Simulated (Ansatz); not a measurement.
# (ZnSe)2(CdS)1 [001] superlattice, started as zinc blende: phonons and vibrational spectra, part 2 of 3

How does (ZnSe)2(CdS)1 [001] superlattice, started as zinc blende vibrate, and is this structure a minimum?

Ansatz 0.2.0; DFT PBEsol, scalar-relativistic, plane waves, PAW.

So far. Step 4 (Tight relaxation): The largest force component left is 0.36 meV/Å and the pressure is -0.001 GPa, within the tolerances set. The cell now holds 23.05 Å³/atom. The relaxed cell has a, b, c = 3.994, 4.024, 17.209 Å (conventional setting).

The structure was built from a prototype and need not be the compound's stable phase.

### 5. Zone-centre response

The zone centre is the only wavevector solved here; it holds the modes that light can see, as far as symmetry allows. The response to a homogeneous field gives the Born charges and the dielectric tensor, and its change with displacement the Raman tensors.

Input file input.yaml:

```yaml
crystal:
  lattice:
    - [2.8456250168, 2.8456250168, 0.0]
    - [-2.8238364266, 2.8238364266, 0.0]
    - [2.8347307217, 0.0108942951, 8.6043431778]
  atoms:
    - { symbol: Cd, position: [0.6607017833, 0.3392982167, 0.6785964333] }
    - { symbol: S, position: [0.0727715652, 0.4272284348, 0.8544568696] }
    - { symbol: Se, position: [0.4197694625, 0.0802305375, 0.160461075] }
    - { symbol: Se, position: [0.7580928012, 0.7419071988, 0.4838143976] }
    - { symbol: Zn, position: [0.0004638356, -0.0004638356, -0.0009276713] }
    - { symbol: Zn, position: [0.3382005521, 0.6617994479, 0.3235988959] }
kpoints:
  mp_grid: { grid: [8, 8, 8] }
hamiltonian:
  xc: pbesol
scf:
  occupations: { method: fixed }
output:
  eigenvalues: true
phonons:
  method: dfpt
  dielectric: true
  rigid_motions: translations
  raman: true
```

Started as:

```sh
> ansatz run input.yaml --threads 8 --pin off --max-ram 14336MiB --backend cpu --events-out ev --progress --plain --runs-dir out
```

Numbers of over 12 decimals in the logs are rounded to 6 here.

The log of the run:

```text
Warning: crystal.symmetry: narrowed to the stabiliser of the run's FFT grids — unitary ops 4 → 1. A phonons.method: dfpt run fills in the rows of the dynamical matrix that it does not solve by its symmetry operations, which is exact only for operations that map its FFT grids onto themselves: filled in by any other, the frequencies could depend on the order in which like atoms are typed, or, by more than the grids' own error, on where the crystal sits among the grids' points. Excluded: 3 operations. The run can therefore solve more perturbations, solve them on more k-points, or both, and cost more. [rest of the remark cut]
[...]
Crystal: 6 atoms, lattice volume = 138.282 Å³
Basis set: ecut = 420 eV, 2729 PW (Γ), exchange–correlation on 54×54×128 points (8 copies of the dense FFT grid, shifted against one another)
Bands: 50, of which v1, the nominal top of the filled ones, is band 41 counted from 1 (40 counted from 0)
Symmetry: 4 space group operations
k-points: 260 of 512 (irreducible under 1 space group operation, time reversal used)
[...]
SCF iter   1: F=—  HF=-26483.142772 eV  |F-HF|=—  |Δ(HF+E_count)|=         —  Δρ=4.48e-3  dr2=3.32e-2  ethr=1.77e-3  ⟨swp⟩=5.0  Hψ=39542  notcnv=0  defer=1757
[...]
SCF iter  12: F=-26483.133425 eV  HF=-26483.133425 eV  |F-HF|=6.55e-11  |Δ(HF+E_count)|=  4.58e-10  Δρ=1.80e-7  dr2=9.07e-11  ethr=1.00e-12  ⟨swp⟩=12.8  Hψ=86029  notcnv=0
SCF 1 converged in 12 iterations: F = -26483.133425 eV  dr2 = 9.07e-11
[...]
NSCF: frozen V_eff on 4 k-points
DFPT response loops at Γ: preconditioner auto → Resta (q_TF=auto, 2.501 Å⁻¹)  ε∞=7.8 (no band partly filled); β = 1.00, the filter's whole step (`scf.mixing.beta` (0.50) is not read by the response loops at its default; to damp them type it under 1.00, their step now; it binds the ground state too); Broyden in place of MSR1
── the response to a field inside a basis, on 10×10×8 k-points: an SCF that follows is theirs, and a resumed run solves both again ──
Bands: 42, of which v1, the nominal top of the filled ones, is band 41 counted from 1 (40 counted from 0)
k-points: 400
[...]
Eigensolver: Dense (400 Hₖ)
SCF iter   1: F=—  HF=-26483.045319 eV  |F-HF|=—  |Δ(HF+E_count)|=         —  Δρ=3.73e-4  dr2=5.89e-5  ethr=1.00e-1
[...]
SCF iter   9: F=-26483.045358 eV  HF=-26483.045358 eV  |F-HF|=5.09e-11  |Δ(HF+E_count)|=  4.44e-10  Δρ=1.80e-7  dr2=5.32e-11  ethr=1.00e-12
SCF 1 converged in 9 iterations: F = -26483.045358 eV  dr2 = 5.32e-11
[...]
WARN: field response: ε∞ stands inside a basis, on 10×10×8 points; the force constants stand on the 8×8×8 k-mesh, whose period is 9.27 times the interband length at k = (0.0000, 0.0000, 0.0000), direct gap 0.979 eV, under 14: take them and everything formed from them as unconverged, and compare with a denser kpoints.mp_grid
SCF converged after 12 iterations
Free energy (F): -26483.133425 eV
[...]
Internal energy: -26483.133425 eV  (E = F + TS)
E sigma→0 (E₀):  -26483.133425 eV
Fermi energy:    7.068353 eV
[...]
--- Band table (eV; the first three rows and the last of 260) ---
  k-point 0: bands = [... 37 lower, 5.5316, 6.8442, 6.9534, 7.0684, 8.0474, 10.3340, 10.5409, 10.6879, ... 5 higher]
  k-point 1: bands = [... 37 lower, 5.6047, 6.6032, 6.9044, 7.0264, 8.3014, 10.2407, 10.5803, 10.7395, ... 5 higher]
  k-point 2: bands = [... 37 lower, 5.7722, 6.1364, 6.7677, 6.9132, 8.8000, 10.1192, 10.5339, 10.8052, ... 5 higher]
  k-point 259: bands = [... 37 lower, 4.4732, 4.4882, 4.8028, 4.8468, 9.9042, 10.5603, 11.2680, 11.4226, ... 5 higher]
--- Phonons (Γ-DFPT): 18 representative perturbations + reference, on 260 of 512 k-points (Σ response iterations 68) ---
  ASR residual: 1.112e-4 → 0.000e0 eV/Å²; symmetrization residual: 2.201e-5 eV/Å²
  The last average, over the group as it would stand without the narrowing to the FFT grids, took up to 5.053e-5 eV/Å² of the zone centre's force constants
  ASR residual per site (eV/Å²): 8.45e-5 1.11e-4 1.08e-4 9.11e-5 6.10e-5 8.77e-5
  Γ frequencies (cm⁻¹): 0.00 0.00 0.00 51.98 52.70 66.95 69.56 130.78 154.57 177.73 206.77 209.70 209.82 211.02 216.70 259.60 270.59 283.17
  ε∞ (high-frequency dielectric tensor):
        7.184858    -0.012058    -0.000000
       -0.012058     7.184858     0.000000
       -0.000000     0.000000     7.171335
  ε⁰ (static dielectric tensor: ions relaxed, cell fixed):
       10.455736    -0.080956    -0.000000
       -0.080956    10.455736     0.000000
       -0.000000     0.000000    10.198211
  ε⁰ − ε∞ (ionic part):
        3.270879    -0.068898     0.000000
       -0.068898     3.270879     0.000000
        0.000000     0.000000     3.026876
  softest optical mode at Γ: 51.98 cm⁻¹; the repairs (sum rule, projections) moved no ω² at Γ by more than (3.53 cm⁻¹)²
  Born effective charges Z* (e; rows j = field, columns β = displacement):
    site 0:
         2.06582   -0.02082   -0.00000
        -0.02082    2.06582    0.00000
        -0.00000    0.00000    2.38443
    site 1:
        -2.25080    0.09534    0.00000
         0.09534   -2.25080   -0.00000
         0.00000   -0.00000   -2.24303
    site 2:
        -2.01575   -0.01169    0.00000
        -0.01169   -2.01575   -0.00000
         0.00000   -0.00000   -1.91248
    site 3:
        -1.97069   -0.12018    0.00000
        -0.12018   -1.97069   -0.00000
         0.00000   -0.00000   -2.06016
    site 4:
         2.11966    0.01193   -0.00000
         0.01193    2.11966    0.00000
        -0.00000    0.00000    1.94977
    site 5:
         2.05175    0.04542   -0.00000
         0.04542    2.05175    0.00000
        -0.00000    0.00000    1.88147
  Z* charge neutrality: 1.087e-2 e pre-enforcement
  solved inside a basis spanned on kpoints, on 10×10×8 k-points transformed towards the longest dipole: ε∞ is read to err by 3.1e-2, Z* by 2.4e-2 e (field_mesh: kpoints solves on kpoints); Z* is corrected for what the basis lacks
  Raman tensors (in the event stream and the table raman_tensors.tsv): an entry may err by 4.0e-1 Å², one of the second-order susceptibility by 2.6e0 pm/V (basis, points and sum rule); their sum over the sites missed zero by 5.606e-3 Å² ahead of its enforcement
  optical modes at Γ without the LO–TO term, one row a degenerate level:
      ω (cm⁻¹)  modes    IR ((D/Å)²/amu)  static Raman (Å⁴/amu)  depolarisation
         51.98      1             0.0183                 5.2517           0.750
         52.70      1             0.0139                 5.2304           0.750
         66.95      1             0.0001                 0.0062           0.750
         69.56      1             0.0020                 1.9080           0.750
        130.78      1             0.1255                 7.3261           0.017
        154.57      1             0.2532                 3.4395           0.141
        177.73      1             2.4660                 0.7722           0.750
        206.77      1             6.3480                 0.2014           0.750
        209.70      1             3.1307                 0.3605           0.750
        209.82      1             5.2110                15.9168           0.022
        211.02      1             0.3369                 3.7834           0.750
        216.70      1             1.0032                35.5887           0.000
        259.60      1             3.1361                 0.5162           0.750
        270.59      1             4.3994                20.4265           0.750
        283.17      1             3.0935                72.7076           0.037
  optical modes at Γ + LO–TO along q̂ = [1.0000, 0.0000, 0.0000]:
      ω (cm⁻¹)  modes    IR ((D/Å)²/amu)  static Raman (Å⁴/amu)  depolarisation
         52.09      1             0.0145                 5.0436           0.750
         52.82      1             0.0090                 4.6767           0.750
         66.95      1             0.0001                 0.0073           0.750
         69.57      1             0.0015                 1.8568           0.750
        130.78      1             0.1255                 7.3261           0.017
        154.57      1             0.2532                 3.4395           0.141
        181.04      1             1.8544                 2.7784           0.750
        208.62      1             4.0842                 0.1433           0.750
        209.82      1             5.2110                15.9168           0.022
        210.93      1             0.2680                 3.4942           0.750
        216.70      1             1.0032                35.5887           0.000
        226.72      1             2.6258                16.7192           0.750
        263.31      1             3.8418                11.7226           0.750
        283.17      1             3.0935                72.7076           0.037
        288.48      1             7.1521                25.2553           0.750
  optical modes at Γ + LO–TO along q̂ = [0.0000, 1.0000, 0.0000]:
      ω (cm⁻¹)  modes    IR ((D/Å)²/amu)  static Raman (Å⁴/amu)  depolarisation
         52.09      1             0.0145                 5.0436           0.750
         52.82      1             0.0090                 4.6767           0.750
         66.95      1             0.0001                 0.0073           0.750
         69.57      1             0.0015                 1.8568           0.750
        130.78      1             0.1255                 7.3261           0.017
        154.57      1             0.2532                 3.4395           0.141
        181.04      1             1.8544                 2.7784           0.750
        208.62      1             4.0842                 0.1433           0.750
        209.82      1             5.2110                15.9168           0.022
        210.93      1             0.2680                 3.4942           0.750
[...]
optical modes at Γ + LO–TO along q̂ = [0.0000, 0.0000, 1.0000]:
      ω (cm⁻¹)  modes    IR ((D/Å)²/amu)  static Raman (Å⁴/amu)  depolarisation
[...]
69.56      1             0.0020                 1.9080           0.750
        131.39      1             0.0444                 6.9683           0.054
        155.58      1             0.0829                 4.5877           0.295
        177.73      1             2.4660                 0.7722           0.750
        206.77      1             6.3480                 0.2014           0.750
        209.70      1             3.1307                 0.3605           0.750
        211.02      1             0.3369                 3.7834           0.750
        215.32      1             0.0569                52.4758           0.008
        235.32      1             3.6042                29.6607           0.666
        259.60      1             3.1361                 0.5162           0.750
        270.59      1             4.3994                20.4265           0.750
        299.65      1             5.8979                93.0715           0.036
```

Run time: 19 min. Hardware: 8 threads of AMD EPYC 9R45, shared host; peak memory 8.4 GiB; 2.1 h of CPU time.

In the SCF lines HF is the Harris–Foulkes energy and dr2 the Hartree energy of the density residual, in eV; the loop may stop once dr2 is under the threshold and the program's other checks hold. Hψ counts applications of the Hamiltonian.

Numbers from this step:

* sum-rule residual before enforcement: 1.11e-4 eV/Å²
* miss of the charge sum rule: 0.01087 e
* estimated error of the dielectric tensor: 0.03134
* estimated error of the Born charges: 0.02436 e
* point group: mm2
* highest optical mode at the zone centre (no LO-TO term): 283.2 cm⁻¹
* lowest optical zone-centre mode: 51.98 cm⁻¹
* mean high-frequency dielectric constant: 7.180
* largest Born charge (third of the trace): -2.248 e
* mean static dielectric constant: 10.37
* top of the zone-centre spectrum with the field: 299.6 cm⁻¹

Without the LO-TO term. Patterns of degenerate modes are one choice out of their space. Modes at Γ, with each element's share of the kinetic energy:

| mode | frequency (cm⁻¹) | symmetry | Cd % | S % | Se % | Zn % |
| --- | --- | --- | --- | --- | --- | --- |
| 1 | 0.0 | acoustic | 26 | 7 | 36 | 30 |
| 2 | 0.0 | acoustic | 26 | 7 | 36 | 30 |
| 3 | 0.0 | acoustic | 26 | 7 | 36 | 30 |
| 4 | 52.0 | B1 | 42 | 3 | 29 | 26 |
| 5 | 52.7 | B2 | 44 | 6 | 23 | 28 |
| 6 | 67.0 | B2 | 16 | 1 | 35 | 47 |
| 7 | 69.6 | B1 | 0 | 14 | 12 | 73 |
| 8 | 130.8 | A1 | 47 | 0 | 36 | 16 |
| 9 | 154.6 | A1 | 7 | 7 | 27 | 59 |
| 10 | 177.7 | B1 | 32 | 0 | 67 | 1 |
| 11 | 206.8 | B2 | 1 | 1 | 47 | 52 |
| 12 | 209.7 | B1 | 0 | 0 | 54 | 46 |
| 13 | 209.8 | A1 | 8 | 4 | 43 | 45 |
| 14 | 211.0 | B2 | 0 | 0 | 57 | 43 |
| 15 | 216.7 | A1 | 8 | 0 | 54 | 37 |
| 16 | 259.6 | B2 | 13 | 85 | 2 | 0 |
| 17 | 270.6 | B1 | 0 | 75 | 1 | 23 |
| 18 | 283.2 | A1 | 4 | 81 | 3 | 12 |

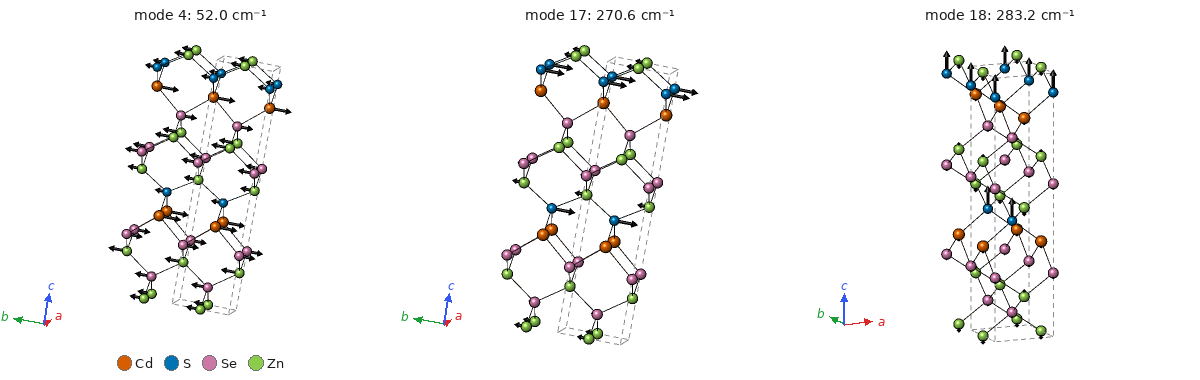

Displacement patterns of modes 4, 17 and 18 at Γ; arrows are exaggerated. 1×2×1 conventional cells are drawn. Some periodic images of atoms are drawn too.

Optical modes at the zone centre, without and with the macroscopic field of the longitudinal modes; each column is sorted by frequency, so a row need not hold one and the same mode. Modes with and without the field, by row:

| rank among optical modes | no field (cm⁻¹) | q along (1, 0, 0) (cm⁻¹) | q along (0, 0, 1) (cm⁻¹) |
| --- | --- | --- | --- |
| 1 | 52 | 52.1 | 52 |
| 2 | 52.7 | 52.8 | 52.7 |
| 3 | 67 | 67 | 67 |
| 4 | 69.6 | 69.6 | 69.6 |
| 5 | 130.8 | 130.8 | 131.4 |
| 6 | 154.6 | 154.6 | 155.6 |
| 7 | 177.7 | 181 | 177.7 |
| 8 | 206.8 | 208.6 | 206.8 |
| 9 | 209.7 | 209.8 | 209.7 |
| 10 | 209.8 | 210.9 | 211 |
| 11 | 211 | 216.7 | 215.3 |
| 12 | 216.7 | 226.7 | 235.3 |
| 13 | 259.6 | 263.3 | 259.6 |
| 14 | 270.6 | 283.2 | 270.6 |
| 15 | 283.2 | 288.5 | 299.6 |

Born charge (rows field, columns displacement) (e), principal values of the symmetric part by kind of site:

| atom | atoms with these values | low | middle | high | mean |
| --- | --- | --- | --- | --- | --- |
| Cd1 | 1 | 2.04 | 2.09 | 2.38 | 2.17 |
| S2 | 1 | -2.35 | -2.24 | -2.16 | -2.25 |
| Se3 | 1 | -2.03 | -2.00 | -1.91 | -1.98 |
| Se4 | 1 | -2.09 | -2.06 | -1.85 | -2.00 |
| Zn5 | 1 | 1.95 | 2.11 | 2.13 | 2.06 |
| Zn6 | 1 | 1.88 | 2.01 | 2.10 | 2.00 |

In full for S2:

```
-2.25  0.10  0.00
 0.10 -2.25  0.00
 0.00  0.00 -2.24
```

High-frequency dielectric tensor:

```
 7.18 -0.01  0.00
-0.01  7.18  0.00
 0.00  0.00  7.17
```

Static dielectric tensor (ions relaxed, fixed cell):

```
10.46 -0.08  0.00
-0.08 10.46  0.00
 0.00  0.00 10.20
```

Transverse modes. Lines of the infrared spectrum (strongest = 100):

| position (cm⁻¹) | lines merged | relative intensity |
| --- | --- | --- |
| 52 | 1 | 0.2 |
| 53 | 1 | 0.2 |
| 67 | 1 | 0.0 |
| 70 | 1 | 0.0 |
| 131 | 1 | 1.5 |
| 155 | 1 | 3.0 |
| 178 | 1 | 30 |
| 207 | 1 | 76 |
| 210 | 2 | 100 |
| 211 | 1 | 4.0 |
| 217 | 1 | 12 |
| 260 | 1 | 38 |
| 271 | 1 | 53 |
| 283 | 1 | 37 |

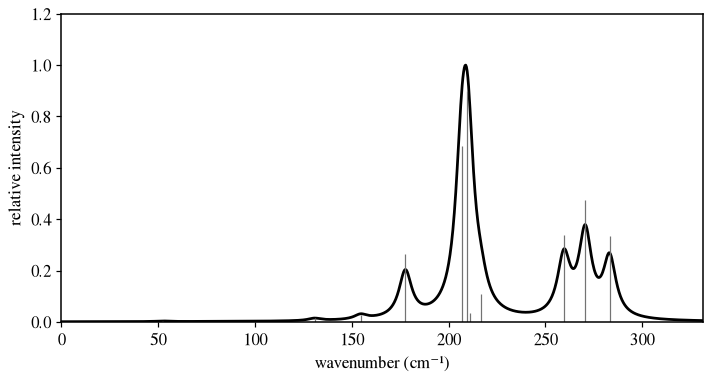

The infrared spectrum, broadened with Lorentzians of width 8 cm⁻¹; bars mark the lines.

[end of part 2 of 3]

[Logs are printed without paths, hosts, clocks, repeated set-up lines and the standing remarks that a program may print on its own settings, such as how far it seeks lower states.]

[Hosts, paths, dates, database ids (printed as entryN), source tags and the programs' standing remarks are cut or masked in the printed files.]
